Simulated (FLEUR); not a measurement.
# Magnetic state of NiAgO2 from several starts

Does NiAgO2 prefer parallel or opposed moments?

Method: PBEsol with U = 6 eV on Ni d; all-electron FLAPW, Dirac cores, scalar-relativistic bands, in FLEUR MaX-R8.1.

## (1) The starting structure

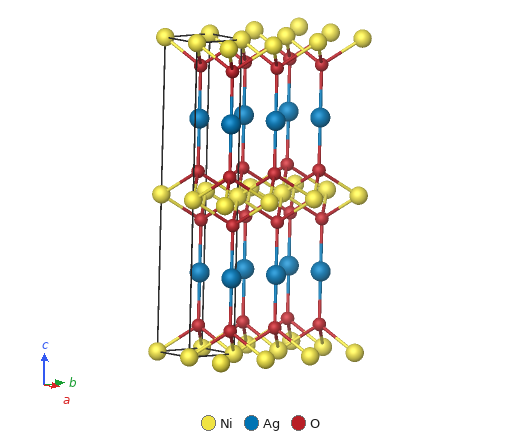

The starting structure, seen slightly off an axis (nickel yellow, silver blue, oxygen red). 2×3×1 cells are drawn. Bonds to atoms that aren't drawn are left out. Some periodic images of atoms are drawn too.

Structure file:

```cif
data_structure
_symmetry_space_group_name_H-M 'P 1'
_symmetry_Int_Tables_number 1
_cell_length_a 2.9992
_cell_length_b 2.9992
_cell_length_c 12.3151
_cell_angle_alpha 90.000
_cell_angle_beta 90.000
_cell_angle_gamma 120.000
_cell_volume 95.93
loop_
_atom_site_label
_atom_site_type_symbol
_atom_site_fract_x
_atom_site_fract_y
_atom_site_fract_z
_atom_site_occupancy
Ni1 Ni 0.00000 0.00000 0.50000 1
Ni2 Ni 0.00000 0.00000 0.00000 1
Ag3 Ag 0.66667 0.33333 0.75000 1
Ag4 Ag 0.33333 0.66667 0.25000 1
O5 O 0.33333 0.66667 0.41806 1
O6 O 0.66667 0.33333 0.91806 1
O7 O 0.66667 0.33333 0.58194 1
O8 O 0.33333 0.66667 0.08194 1
```

The cell comes from a database of computed structures and need not be the stable phase.

## (2) Run 1 (ferro ++)

The parallel start is the test of whether parallel moments hold. A Hubbard U acts on the open shell, since semilocal functionals spread its electrons too much.

inpgen writes inp.xml from crystal.txt; cutoffs, mixing, functional, smearing and local orbitals are then set in the file. The k list default-1 (kpts.xml, not shown) is a Γ-centred 8×8×2 mesh; where the ranks do not divide the number of points, some are split in two of half the weight.

inp.xml reads:

```
<?xml version="1.0" encoding="UTF-8" standalone="no"?>
<fleurInput fleurInputVersion="0.39">
   <comment>
      NiAgO2
   </comment>
   <calculationSetup>
      <cutoffs Kmax="4.4" Gmax="13.2" GmaxXC="13.2" numbands="0"/>
      <scfLoop itmax="130" minDistance="0.0001" maxIterBroyd="15" imix="Anderson" alpha="0.05" precondParam="0.0" spinf="2.0" sdNocoIR="T"/>
      <coreElectrons ctail="T" frcor="F" kcrel="0" coretail_lmax="0"/>
      <xcFunctional name="PBEs" relativisticCorrections="F"/>
      <magnetism jspins="2"/>
      <soc l_soc="F" theta="0.0" phi="0.0" spav="F"/>
      <expertModes spex="0" secvar="F"/>
      <geometryOptimization l_f="F" forcealpha="1.0" forcemix="BFGS" epsdisp="0.00001" epsforce="0.00001"/>
      <ldaU l_linMix="F" mixParam="0.05" spinf="1.0"/>
   </calculationSetup>
   <cell>
      <bzIntegration valenceElectrons="94.0" mode="hist" fermiSmearingEnergy="0.00293995">
         <kPointListSelection listName="default-1"/>
         <xi:include xmlns:xi="http://www.w3.org/2001/XInclude" href="kpts.xml"> </xi:include>
      </bzIntegration>
      <xi:include xmlns:xi="http://www.w3.org/2001/XInclude" href="sym.xml"> </xi:include>
      <bulkLattice scale="1.0">
         <bravaisMatrix>
            <row-1>    5.6675966244299536    -0.0000000000377945     0.0000000000000000</row-1>
            <row-2>   -2.8337983121771821     4.9082826551853973     0.0000000000000000</row-2>
            <row-3>    0.0000000000000000     0.0000000000000000    23.2722172196668247</row-3>
         </bravaisMatrix>
      </bulkLattice>
   </cell>
   <atomSpecies>
      <species name="Nickel (Ni2.001" element="Ni" atomicNumber="28">
         <mtSphere radius="2.36" gridPoints="781" logIncrement="0.016"/>
         <atomicCutoffs lmax="8" lnonsphr="6"/>
         <electronConfig flipSpins="F">
            <coreConfig>(1s1/2) (2s1/2) (2p1/2) (2p3/2)</coreConfig>
            <valenceConfig>(3s1/2) (3p1/2) (3p3/2) (4s1/2) (3d3/2) (3d5/2)</valenceConfig>
            <stateOccupation state="(3d3/2)" spinUp="2.0" spinDown="1.2"/>
            <stateOccupation state="(3d5/2)" spinUp="3.0" spinDown="1.8"/>
         </electronConfig>
         <energyParameters s="4" p="4" d="3" f="4"/>
         <ldaU l="2" U="6.0" J="0.0" l_amf="F"/>
         <lo type="SCLO" l="0" n="3" eDeriv="0"/>
         <lo type="SCLO" l="1" n="3" eDeriv="0"/>
      </species>
      <species name="Silver (Ag)" element="Ag" atomicNumber="47">
         <mtSphere radius="2.48" gridPoints="819" logIncrement="0.016"/>
         <atomicCutoffs lmax="10" lnonsphr="8"/>
         <electronConfig flipSpins="F">
            <coreConfig>(1s1/2) (2s1/2) (2p1/2) (2p3/2) (3s1/2) (3p1/2) (3p3/2) (4s1/2) (3d3/2) (3d5/2)</coreConfig>
            <valenceConfig>(4p1/2) (4p3/2) (5s1/2) (4d3/2) (4d5/2)</valenceConfig>
            <stateOccupation state="(5s1/2)" spinUp="0.500000" spinDown="0.500000"/>
         </electronConfig>
         <energyParameters s="5" p="5" d="4" f="4"/>
         <lo type="SCLO" l="1" n="4" eDeriv="0"/>
      </species>
      <species name="Oxygen (O)" element="O" atomicNumber="8">
         <mtSphere radius="1.33" gridPoints="441" logIncrement="0.024"/>
         <atomicCutoffs lmax="6" lnonsphr="4"/>
         <electronConfig flipSpins="F">
            <coreConfig>(1s1/2)</coreConfig>
            <valenceConfig>(2s1/2) (2p1/2) (2p3/2)</valenceConfig>
            <stateOccupation state="(2p1/2)" spinUp="0.666667" spinDown="0.666667"/>
            <stateOccupation state="(2p3/2)" spinUp="1.333333" spinDown="1.333333"/>
         </electronConfig>
         <energyParameters s="2" p="2" d="3" f="4"/>
      </species>
   </atomSpecies>
   <atomGroups>
      <atomGroup species="Nickel (Ni2.001">
         <relPos label="                   1">.0000000000 .0000000000 1.000/2.000</relPos>
         <relPos label="                   2">.0000000000 .0000000000 .0000000000</relPos>
         <force calculate="T" relaxXYZ="TTT"/>
      </atomGroup>
      <atomGroup species="Silver (Ag)">
         <relPos label="                   3">-1.000/3.000 1.000/3.000 -1.000/4.000</relPos>
         <relPos label="                   4">1.000/3.000 -1.000/3.000 1.000/4.000</relPos>
         <force calculate="T" relaxXYZ="TTT"/>
      </atomGroup>
      <atomGroup species="Oxygen (O)">
         <relPos label="                   5">1.000/3.000 -1.000/3.000 .4180620000</relPos>
         <relPos label="                   6">-1.000/3.000 1.000/3.000 -.0819380000</relPos>
         <relPos label="                   7">-1.000/3.000 1.000/3.000 -.4180620000</relPos>
         <relPos label="                   8">1.000/3.000 -1.000/3.000 .0819380000</relPos>
         <force calculate="T" relaxXYZ="TTT"/>
      </atomGroup>
   </atomGroups>
   <output dos="F" band="F" slice="F">
      <bandDOS minEnergy="-.5*Htr" maxEnergy="0.5*Htr" sigma="0.015" storeEVData="T"/>
      <plotting iplot="0" polar="F">
         <plot TwoD="T" vec1="  1.0  0.0  0.0" vec2="  0.0  1.0  0.0" vec3="  0.0  0.0  1.0" zero="  0.0  0.0  0.0" file="plot"/>
      </plotting>
      <moessbauerParams electricFieldGradient="F" isomerShift="F" coreHyperfine="F" valenceHyperfine="F"/>
   </output>
</fleurInput>
```

crystal.txt reads:

```
NiAgO2
&input film=F cartesian=F /
2.99916297428  -0.00000000002  0.00000000000
-1.49958148712  2.59735132583  0.00000000000
0.00000000000  0.00000000000  12.31512700000
1.8897261246
1.0 1.0 1.0

8
28 0.00000000000  0.00000000000  0.50000000000 : 2.001
28 0.00000000000  0.00000000000  0.00000000000 : 2.001
47 0.66666666667  0.33333333333  0.75000000000
47 0.33333333333  0.66666666667  0.25000000000
8 0.33333333333  0.66666666667  0.41806200000
8 0.66666666667  0.33333333333  0.91806200000
8 0.66666666667  0.33333333333  0.58193800000
8 0.33333333333  0.66666666667  0.08193800000

&kpt div1=8 div2=8 div3=2 gamma=T /
```

Launch:

```console
> OMP_NUM_THREADS=1 inpgen -f crystal.txt > inpgen.log  # inp.xml is then edited as shown
> OMP_NUM_THREADS=1 mpirun -n 4 fleur_MPI > fleur.log
```

The log of the run:

```text
Welcome to FLEUR        (www.flapw.de)
      MaX-Release 8.1          (www.max-centre.eu)

 ========== k-point set info ==========
 Selected k-point list: default-1
 k-point list type: mesh
 8 x 8 x 2
 Number of k points: 20

 ------------Calculation Setup---------------------------
 Number of MPI-tasks      :            4
 Number of PE/node        :            4
 Number of OMP-threads    :            1
 k-points in parallel     :            4
 pe's per k-point         :            1
 No of k-point loops      :            5
 Eigenvalue solver        :       lapack
 Number of basis functions:          996
 Approximate size of matrices (H+S) per k-point:         0.015 GB
 --------------------------------------------------------
 no density matrix found ... skipping LDA+U
 Reset of history
 Iteration:     1   Distance:      52.58253544 me/bohr^3
 Iteration:     2   Distance:      24.81331391 me/bohr^3
 Iteration:     3   Distance:      22.31713492 me/bohr^3
 Iteration:     4   Distance:      21.70811615 me/bohr^3
 Iteration:     5   Distance:      13.15487729 me/bohr^3
 Iteration:     6   Distance:      11.08079194 me/bohr^3
 Iteration:     7   Distance:       5.18207456 me/bohr^3
 Iteration:     8   Distance:       4.84713149 me/bohr^3
 Iteration:     9   Distance:       4.92718724 me/bohr^3
 Iteration:    10   Distance:       4.28278834 me/bohr^3
 Iteration:    11   Distance:       2.89431480 me/bohr^3
 Iteration:    12   Distance:       1.03899609 me/bohr^3
 Iteration:    13   Distance:       0.91953733 me/bohr^3
 Iteration:    14   Distance:       0.51446890 me/bohr^3
 Iteration:    15   Distance:       0.23709002 me/bohr^3
 Iteration:    16   Distance:       0.07858277 me/bohr^3
 Iteration:    17   Distance:       0.07278532 me/bohr^3
 Iteration:    18   Distance:       0.06536793 me/bohr^3
 Iteration:    19   Distance:       0.03984968 me/bohr^3
 Iteration:    20   Distance:       0.03199099 me/bohr^3
 Iteration:    21   Distance:       0.01906535 me/bohr^3
 Iteration:    22   Distance:       0.01301467 me/bohr^3
 Iteration:    23   Distance:       0.01221798 me/bohr^3
 Iteration:    24   Distance:       0.01095377 me/bohr^3
 Iteration:    25   Distance:       0.00666892 me/bohr^3
 Iteration:    26   Distance:       0.00198923 me/bohr^3
 Iteration:    27   Distance:       0.00194918 me/bohr^3
 Iteration:    28   Distance:       0.00050165 me/bohr^3
 Iteration:    29   Distance:       0.00019170 me/bohr^3
 Iteration:    30   Distance:       0.00008713 me/bohr^3

 ********************************************************************
 Run finished successfully
 Stop message:
   all done
 ********************************************************************

--- out.xml (last complete iteration) ---
<iteration numberForCurrentRun="   30" overallNumber="   30">
         [... left out ...]
         <bandgap value="0.0000000000" units="eV"/>
         <sumValenceSingleParticleEnergies value="-58.5221497074" units="Htr"/>
         <FermiEnergy value="0.2256979792" units="Htr"/>
         <valenceDensity>
            <mtCharges spin="1">
               <mtCharge atomType="1" total="9.3196721" s="1.1992005" p="3.2588881" d="4.7849167" f="0.0546960"/>
               <mtCharge atomType="2" total="7.7833907" s="0.1801971" p="3.1228129" d="4.4458511" f="0.0245911"/>
               <mtCharge atomType="3" total="2.0140444" s="0.6668037" p="1.3438328" d="0.0029608" f="0.0003797"/>
            </mtCharges>
            <mtCharges spin="2">
               <mtCharge atomType="1" total="7.8912304" s="1.1886051" p="3.2475027" d="3.3763300" f="0.0553041"/>
               <mtCharge atomType="2" total="7.9031386" s="0.1896203" p="3.1155595" d="4.5624567" f="0.0247552"/>
               <mtCharge atomType="3" total="2.1359276" s="0.6583830" p="1.4747050" d="0.0024725" f="0.0003104"/>
            </mtCharges>
            <spinDependentCharge spin="1" total="48.0031254" interstitial="5.7408222" mtSpheres="42.2623032"/>
            <spinDependentCharge spin="2" total="45.9968746" interstitial="5.8644262" mtSpheres="40.1324485"/>
            <totalCharge value="94.0000000000"/>
         </valenceDensity>
         [... left out ...]
         <allElectronCharges>
            <spinDependentCharge spin="1" total="92.0031253" interstitial="5.7416028" mtSpheres="86.2615226"/>
            <spinDependentCharge spin="2" total="89.9968746" interstitial="5.8652044" mtSpheres="84.1316702"/>
            <totalCharge value="181.9999999739"/>
         </allElectronCharges>
         <magneticMomentsInMTSpheres units="muBohr">
            <globalMagMoment atomType="1" vec="0.00000   0.00000   1.42844"/>
            <localMagMoment atomType="1" vec="0.00000   0.00000   1.42844"/>
            <globalMagMoment atomType="2" vec="0.00000   0.00000  -0.11975"/>
            <localMagMoment atomType="2" vec="0.00000   0.00000  -0.11975"/>
            <globalMagMoment atomType="3" vec="0.00000   0.00000  -0.12188"/>
            <localMagMoment atomType="3" vec="0.00000   0.00000  -0.12188"/>
         </magneticMomentsInMTSpheres>
         <moessbauerParams unitsHFF="kG" unitsIS="e/bohr^3" unitsEFG="Htr/bohr^2">
         </moessbauerParams>
         <totalEnergy value="   -13968.3789904161" units="Htr">
            <sumOfEigenvalues value="    -8260.5430610661">
               <coreElectrons value="-8202.0209113587"/>
               <valenceElectrons value="-58.5221497074"/>
            </sumOfEigenvalues>
            <densityCoulombPotentialIntegral value="-22174.1156944817"/>
            <densityEffectivePotentialIntegral value="-22766.3745433168"/>
            <chargeDenXCDenIntegral value="-451.3157903840"/>
            <FockExchangeEnergyValence value="0.0000000000"/>
            <FockExchangeEnergyCore value="0.0000000000"/>
            <atomTypeDependentContributions atomType="1">
               <electronNucleiInteractionDifferentMTs value="3648.7383940896"/>
               <MadelungTerm value="-17.1643223470"/>
            </atomTypeDependentContributions>
            <atomTypeDependentContributions atomType="2">
               <electronNucleiInteractionDifferentMTs value="12870.5331289023"/>
               <MadelungTerm value="-37.5034339602"/>
            </atomTypeDependentContributions>
            <atomTypeDependentContributions atomType="3">
               <electronNucleiInteractionDifferentMTs value="340.1651375620"/>
               <MadelungTerm value="-23.3905935878"/>
            </atomTypeDependentContributions>
            <dftUCorrection value="-1.6581754069"/>
            <tkbTimesEntropy value="0.0025301528"/>
            <freeEnergy value="-13968.3815205689"/>
            <extrapolationTo0K value="-13968.3802554925"/>
         </totalEnergy>
         <ldaUDensityMatrix>
            <densityMatrixFor spin="1" atomType="1" uIndex="1" l="2" U="6.00000000" J="0.00000000">
               (+0.95830,+0.00000) (+0.00000,+0.00000) (+0.00000,+0.00000) (+0.00000,+0.01910) (+0.00000,+0.00000)
               (+0.00000,+0.00000) (+0.94758,+0.00000) (+0.00000,+0.00000) (+0.00000,+0.00000) (+0.00000,-0.01910)
               (+0.00000,+0.00000) (+0.00000,+0.00000) (+0.97316,+0.00000) (+0.00000,+0.00000) (+0.00000,+0.00000)
               (+0.00000,-0.01910) (+0.00000,+0.00000) (+0.00000,+0.00000) (+0.94758,+0.00000) (+0.00000,+0.00000)
               (+0.00000,+0.00000) (+0.00000,+0.01910) (+0.00000,+0.00000) (+0.00000,+0.00000) (+0.95830,+0.00000)
            </densityMatrixFor>
            <densityMatrixFor spin="2" atomType="1" uIndex="1" l="2" U="6.00000000" J="0.00000000">
               (+0.70980,+0.00000) (+0.00000,+0.00000) (+0.00000,+0.00000) (+0.00000,+0.35500) (+0.00000,+0.00000)
               (+0.00000,+0.00000) (+0.49347,+0.00000) (+0.00000,+0.00000) (+0.00000,+0.00000) (+0.00000,-0.35500)
               (+0.00000,+0.00000) (+0.00000,+0.00000) (+0.96977,+0.00000) (+0.00000,+0.00000) (+0.00000,+0.00000)
               (+0.00000,-0.35500) (+0.00000,+0.00000) (+0.00000,+0.00000) (+0.49347,+0.00000) (+0.00000,+0.00000)
               (+0.00000,+0.00000) (+0.00000,+0.35500) (+0.00000,+0.00000) (+0.00000,+0.00000) (+0.70980,+0.00000)
            </densityMatrixFor>
         </ldaUDensityMatrix>
         <ldaUDensityMatrixConvergence>
            <distance spin="1" distance="0.000001"/>
            <distance spin="2" distance="0.000003"/>
         </ldaUDensityMatrixConvergence>
         <densityConvergence units="me/bohr^3">
            <chargeDensity spin="1" distance="0.0000597162"/>
            <chargeDensity spin="2" distance="0.0000540485"/>
            <overallChargeDensity distance="0.0000733680"/>
            <spinDensity distance="0.0000871303"/>
         </densityConvergence>
      </iteration>
```

It took 2.8 min on 4 MPI ranks of Arm Neoverse V1, shared host; peak memory 0.45 GiB.

Spin moment in the muffin-tin sphere by atom:

```
atom  spin moment in the muffin-tin sphere (μB)
 Ni1                                       1.43
 Ni2                                       1.43
 Ag3                                      -0.12
 Ag4                                      -0.12
  O5                                      -0.12
  O6                                      -0.12
  O7                                      -0.12
  O8                                      -0.12
```

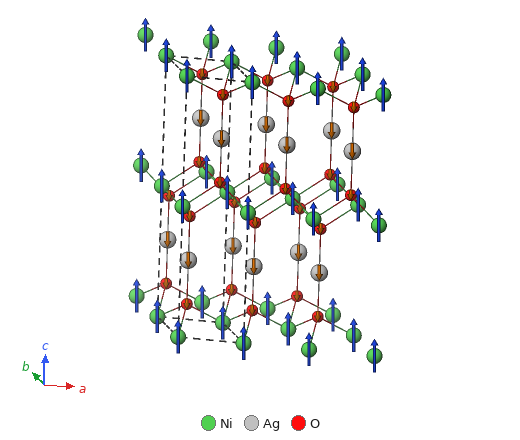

Spin moment in the muffin-tin sphere as arrows, the longest 1.43 μB. Up and down stand for the sign. Arrows give size and sign along the axis of quantisation, drawn up and down the page. Each arrow also spans its atom, so small moments look longer than they are. The two directions have two colours. Bonds to atoms that aren't drawn are left out. 3×2×1 cells are drawn. Some periodic images of atoms are drawn too.

Read from the output:

| Property | Result |
| --- | --- |
| free energy | -380099.0248 eV |
| program's band gap on this mesh (in a metal only a level spacing) | 0 eV |
| magnetization | 2.006 μB |
| final state | ferromagnetic, with opposed induced moments |

After 30 cycles the largest moment stands at 1.43 μB.

(Part 1 of 2 ends here.)

[Logs and program files are shortened in this print: banners, set-up blocks, solver, clock and traceback lines can be left out without a mark of their own.]

[Logs are printed without paths, hosts, clocks, repeated set-up lines and the standing remarks that a program may print on its own settings, such as how far it seeks lower states.]

[Hosts, paths, dates, database ids (printed as entryN), source tags and the programs' standing remarks are cut or masked in the printed files.]

[Where a cell is said to come from a database of computed structures, the database is the Materials Project.]
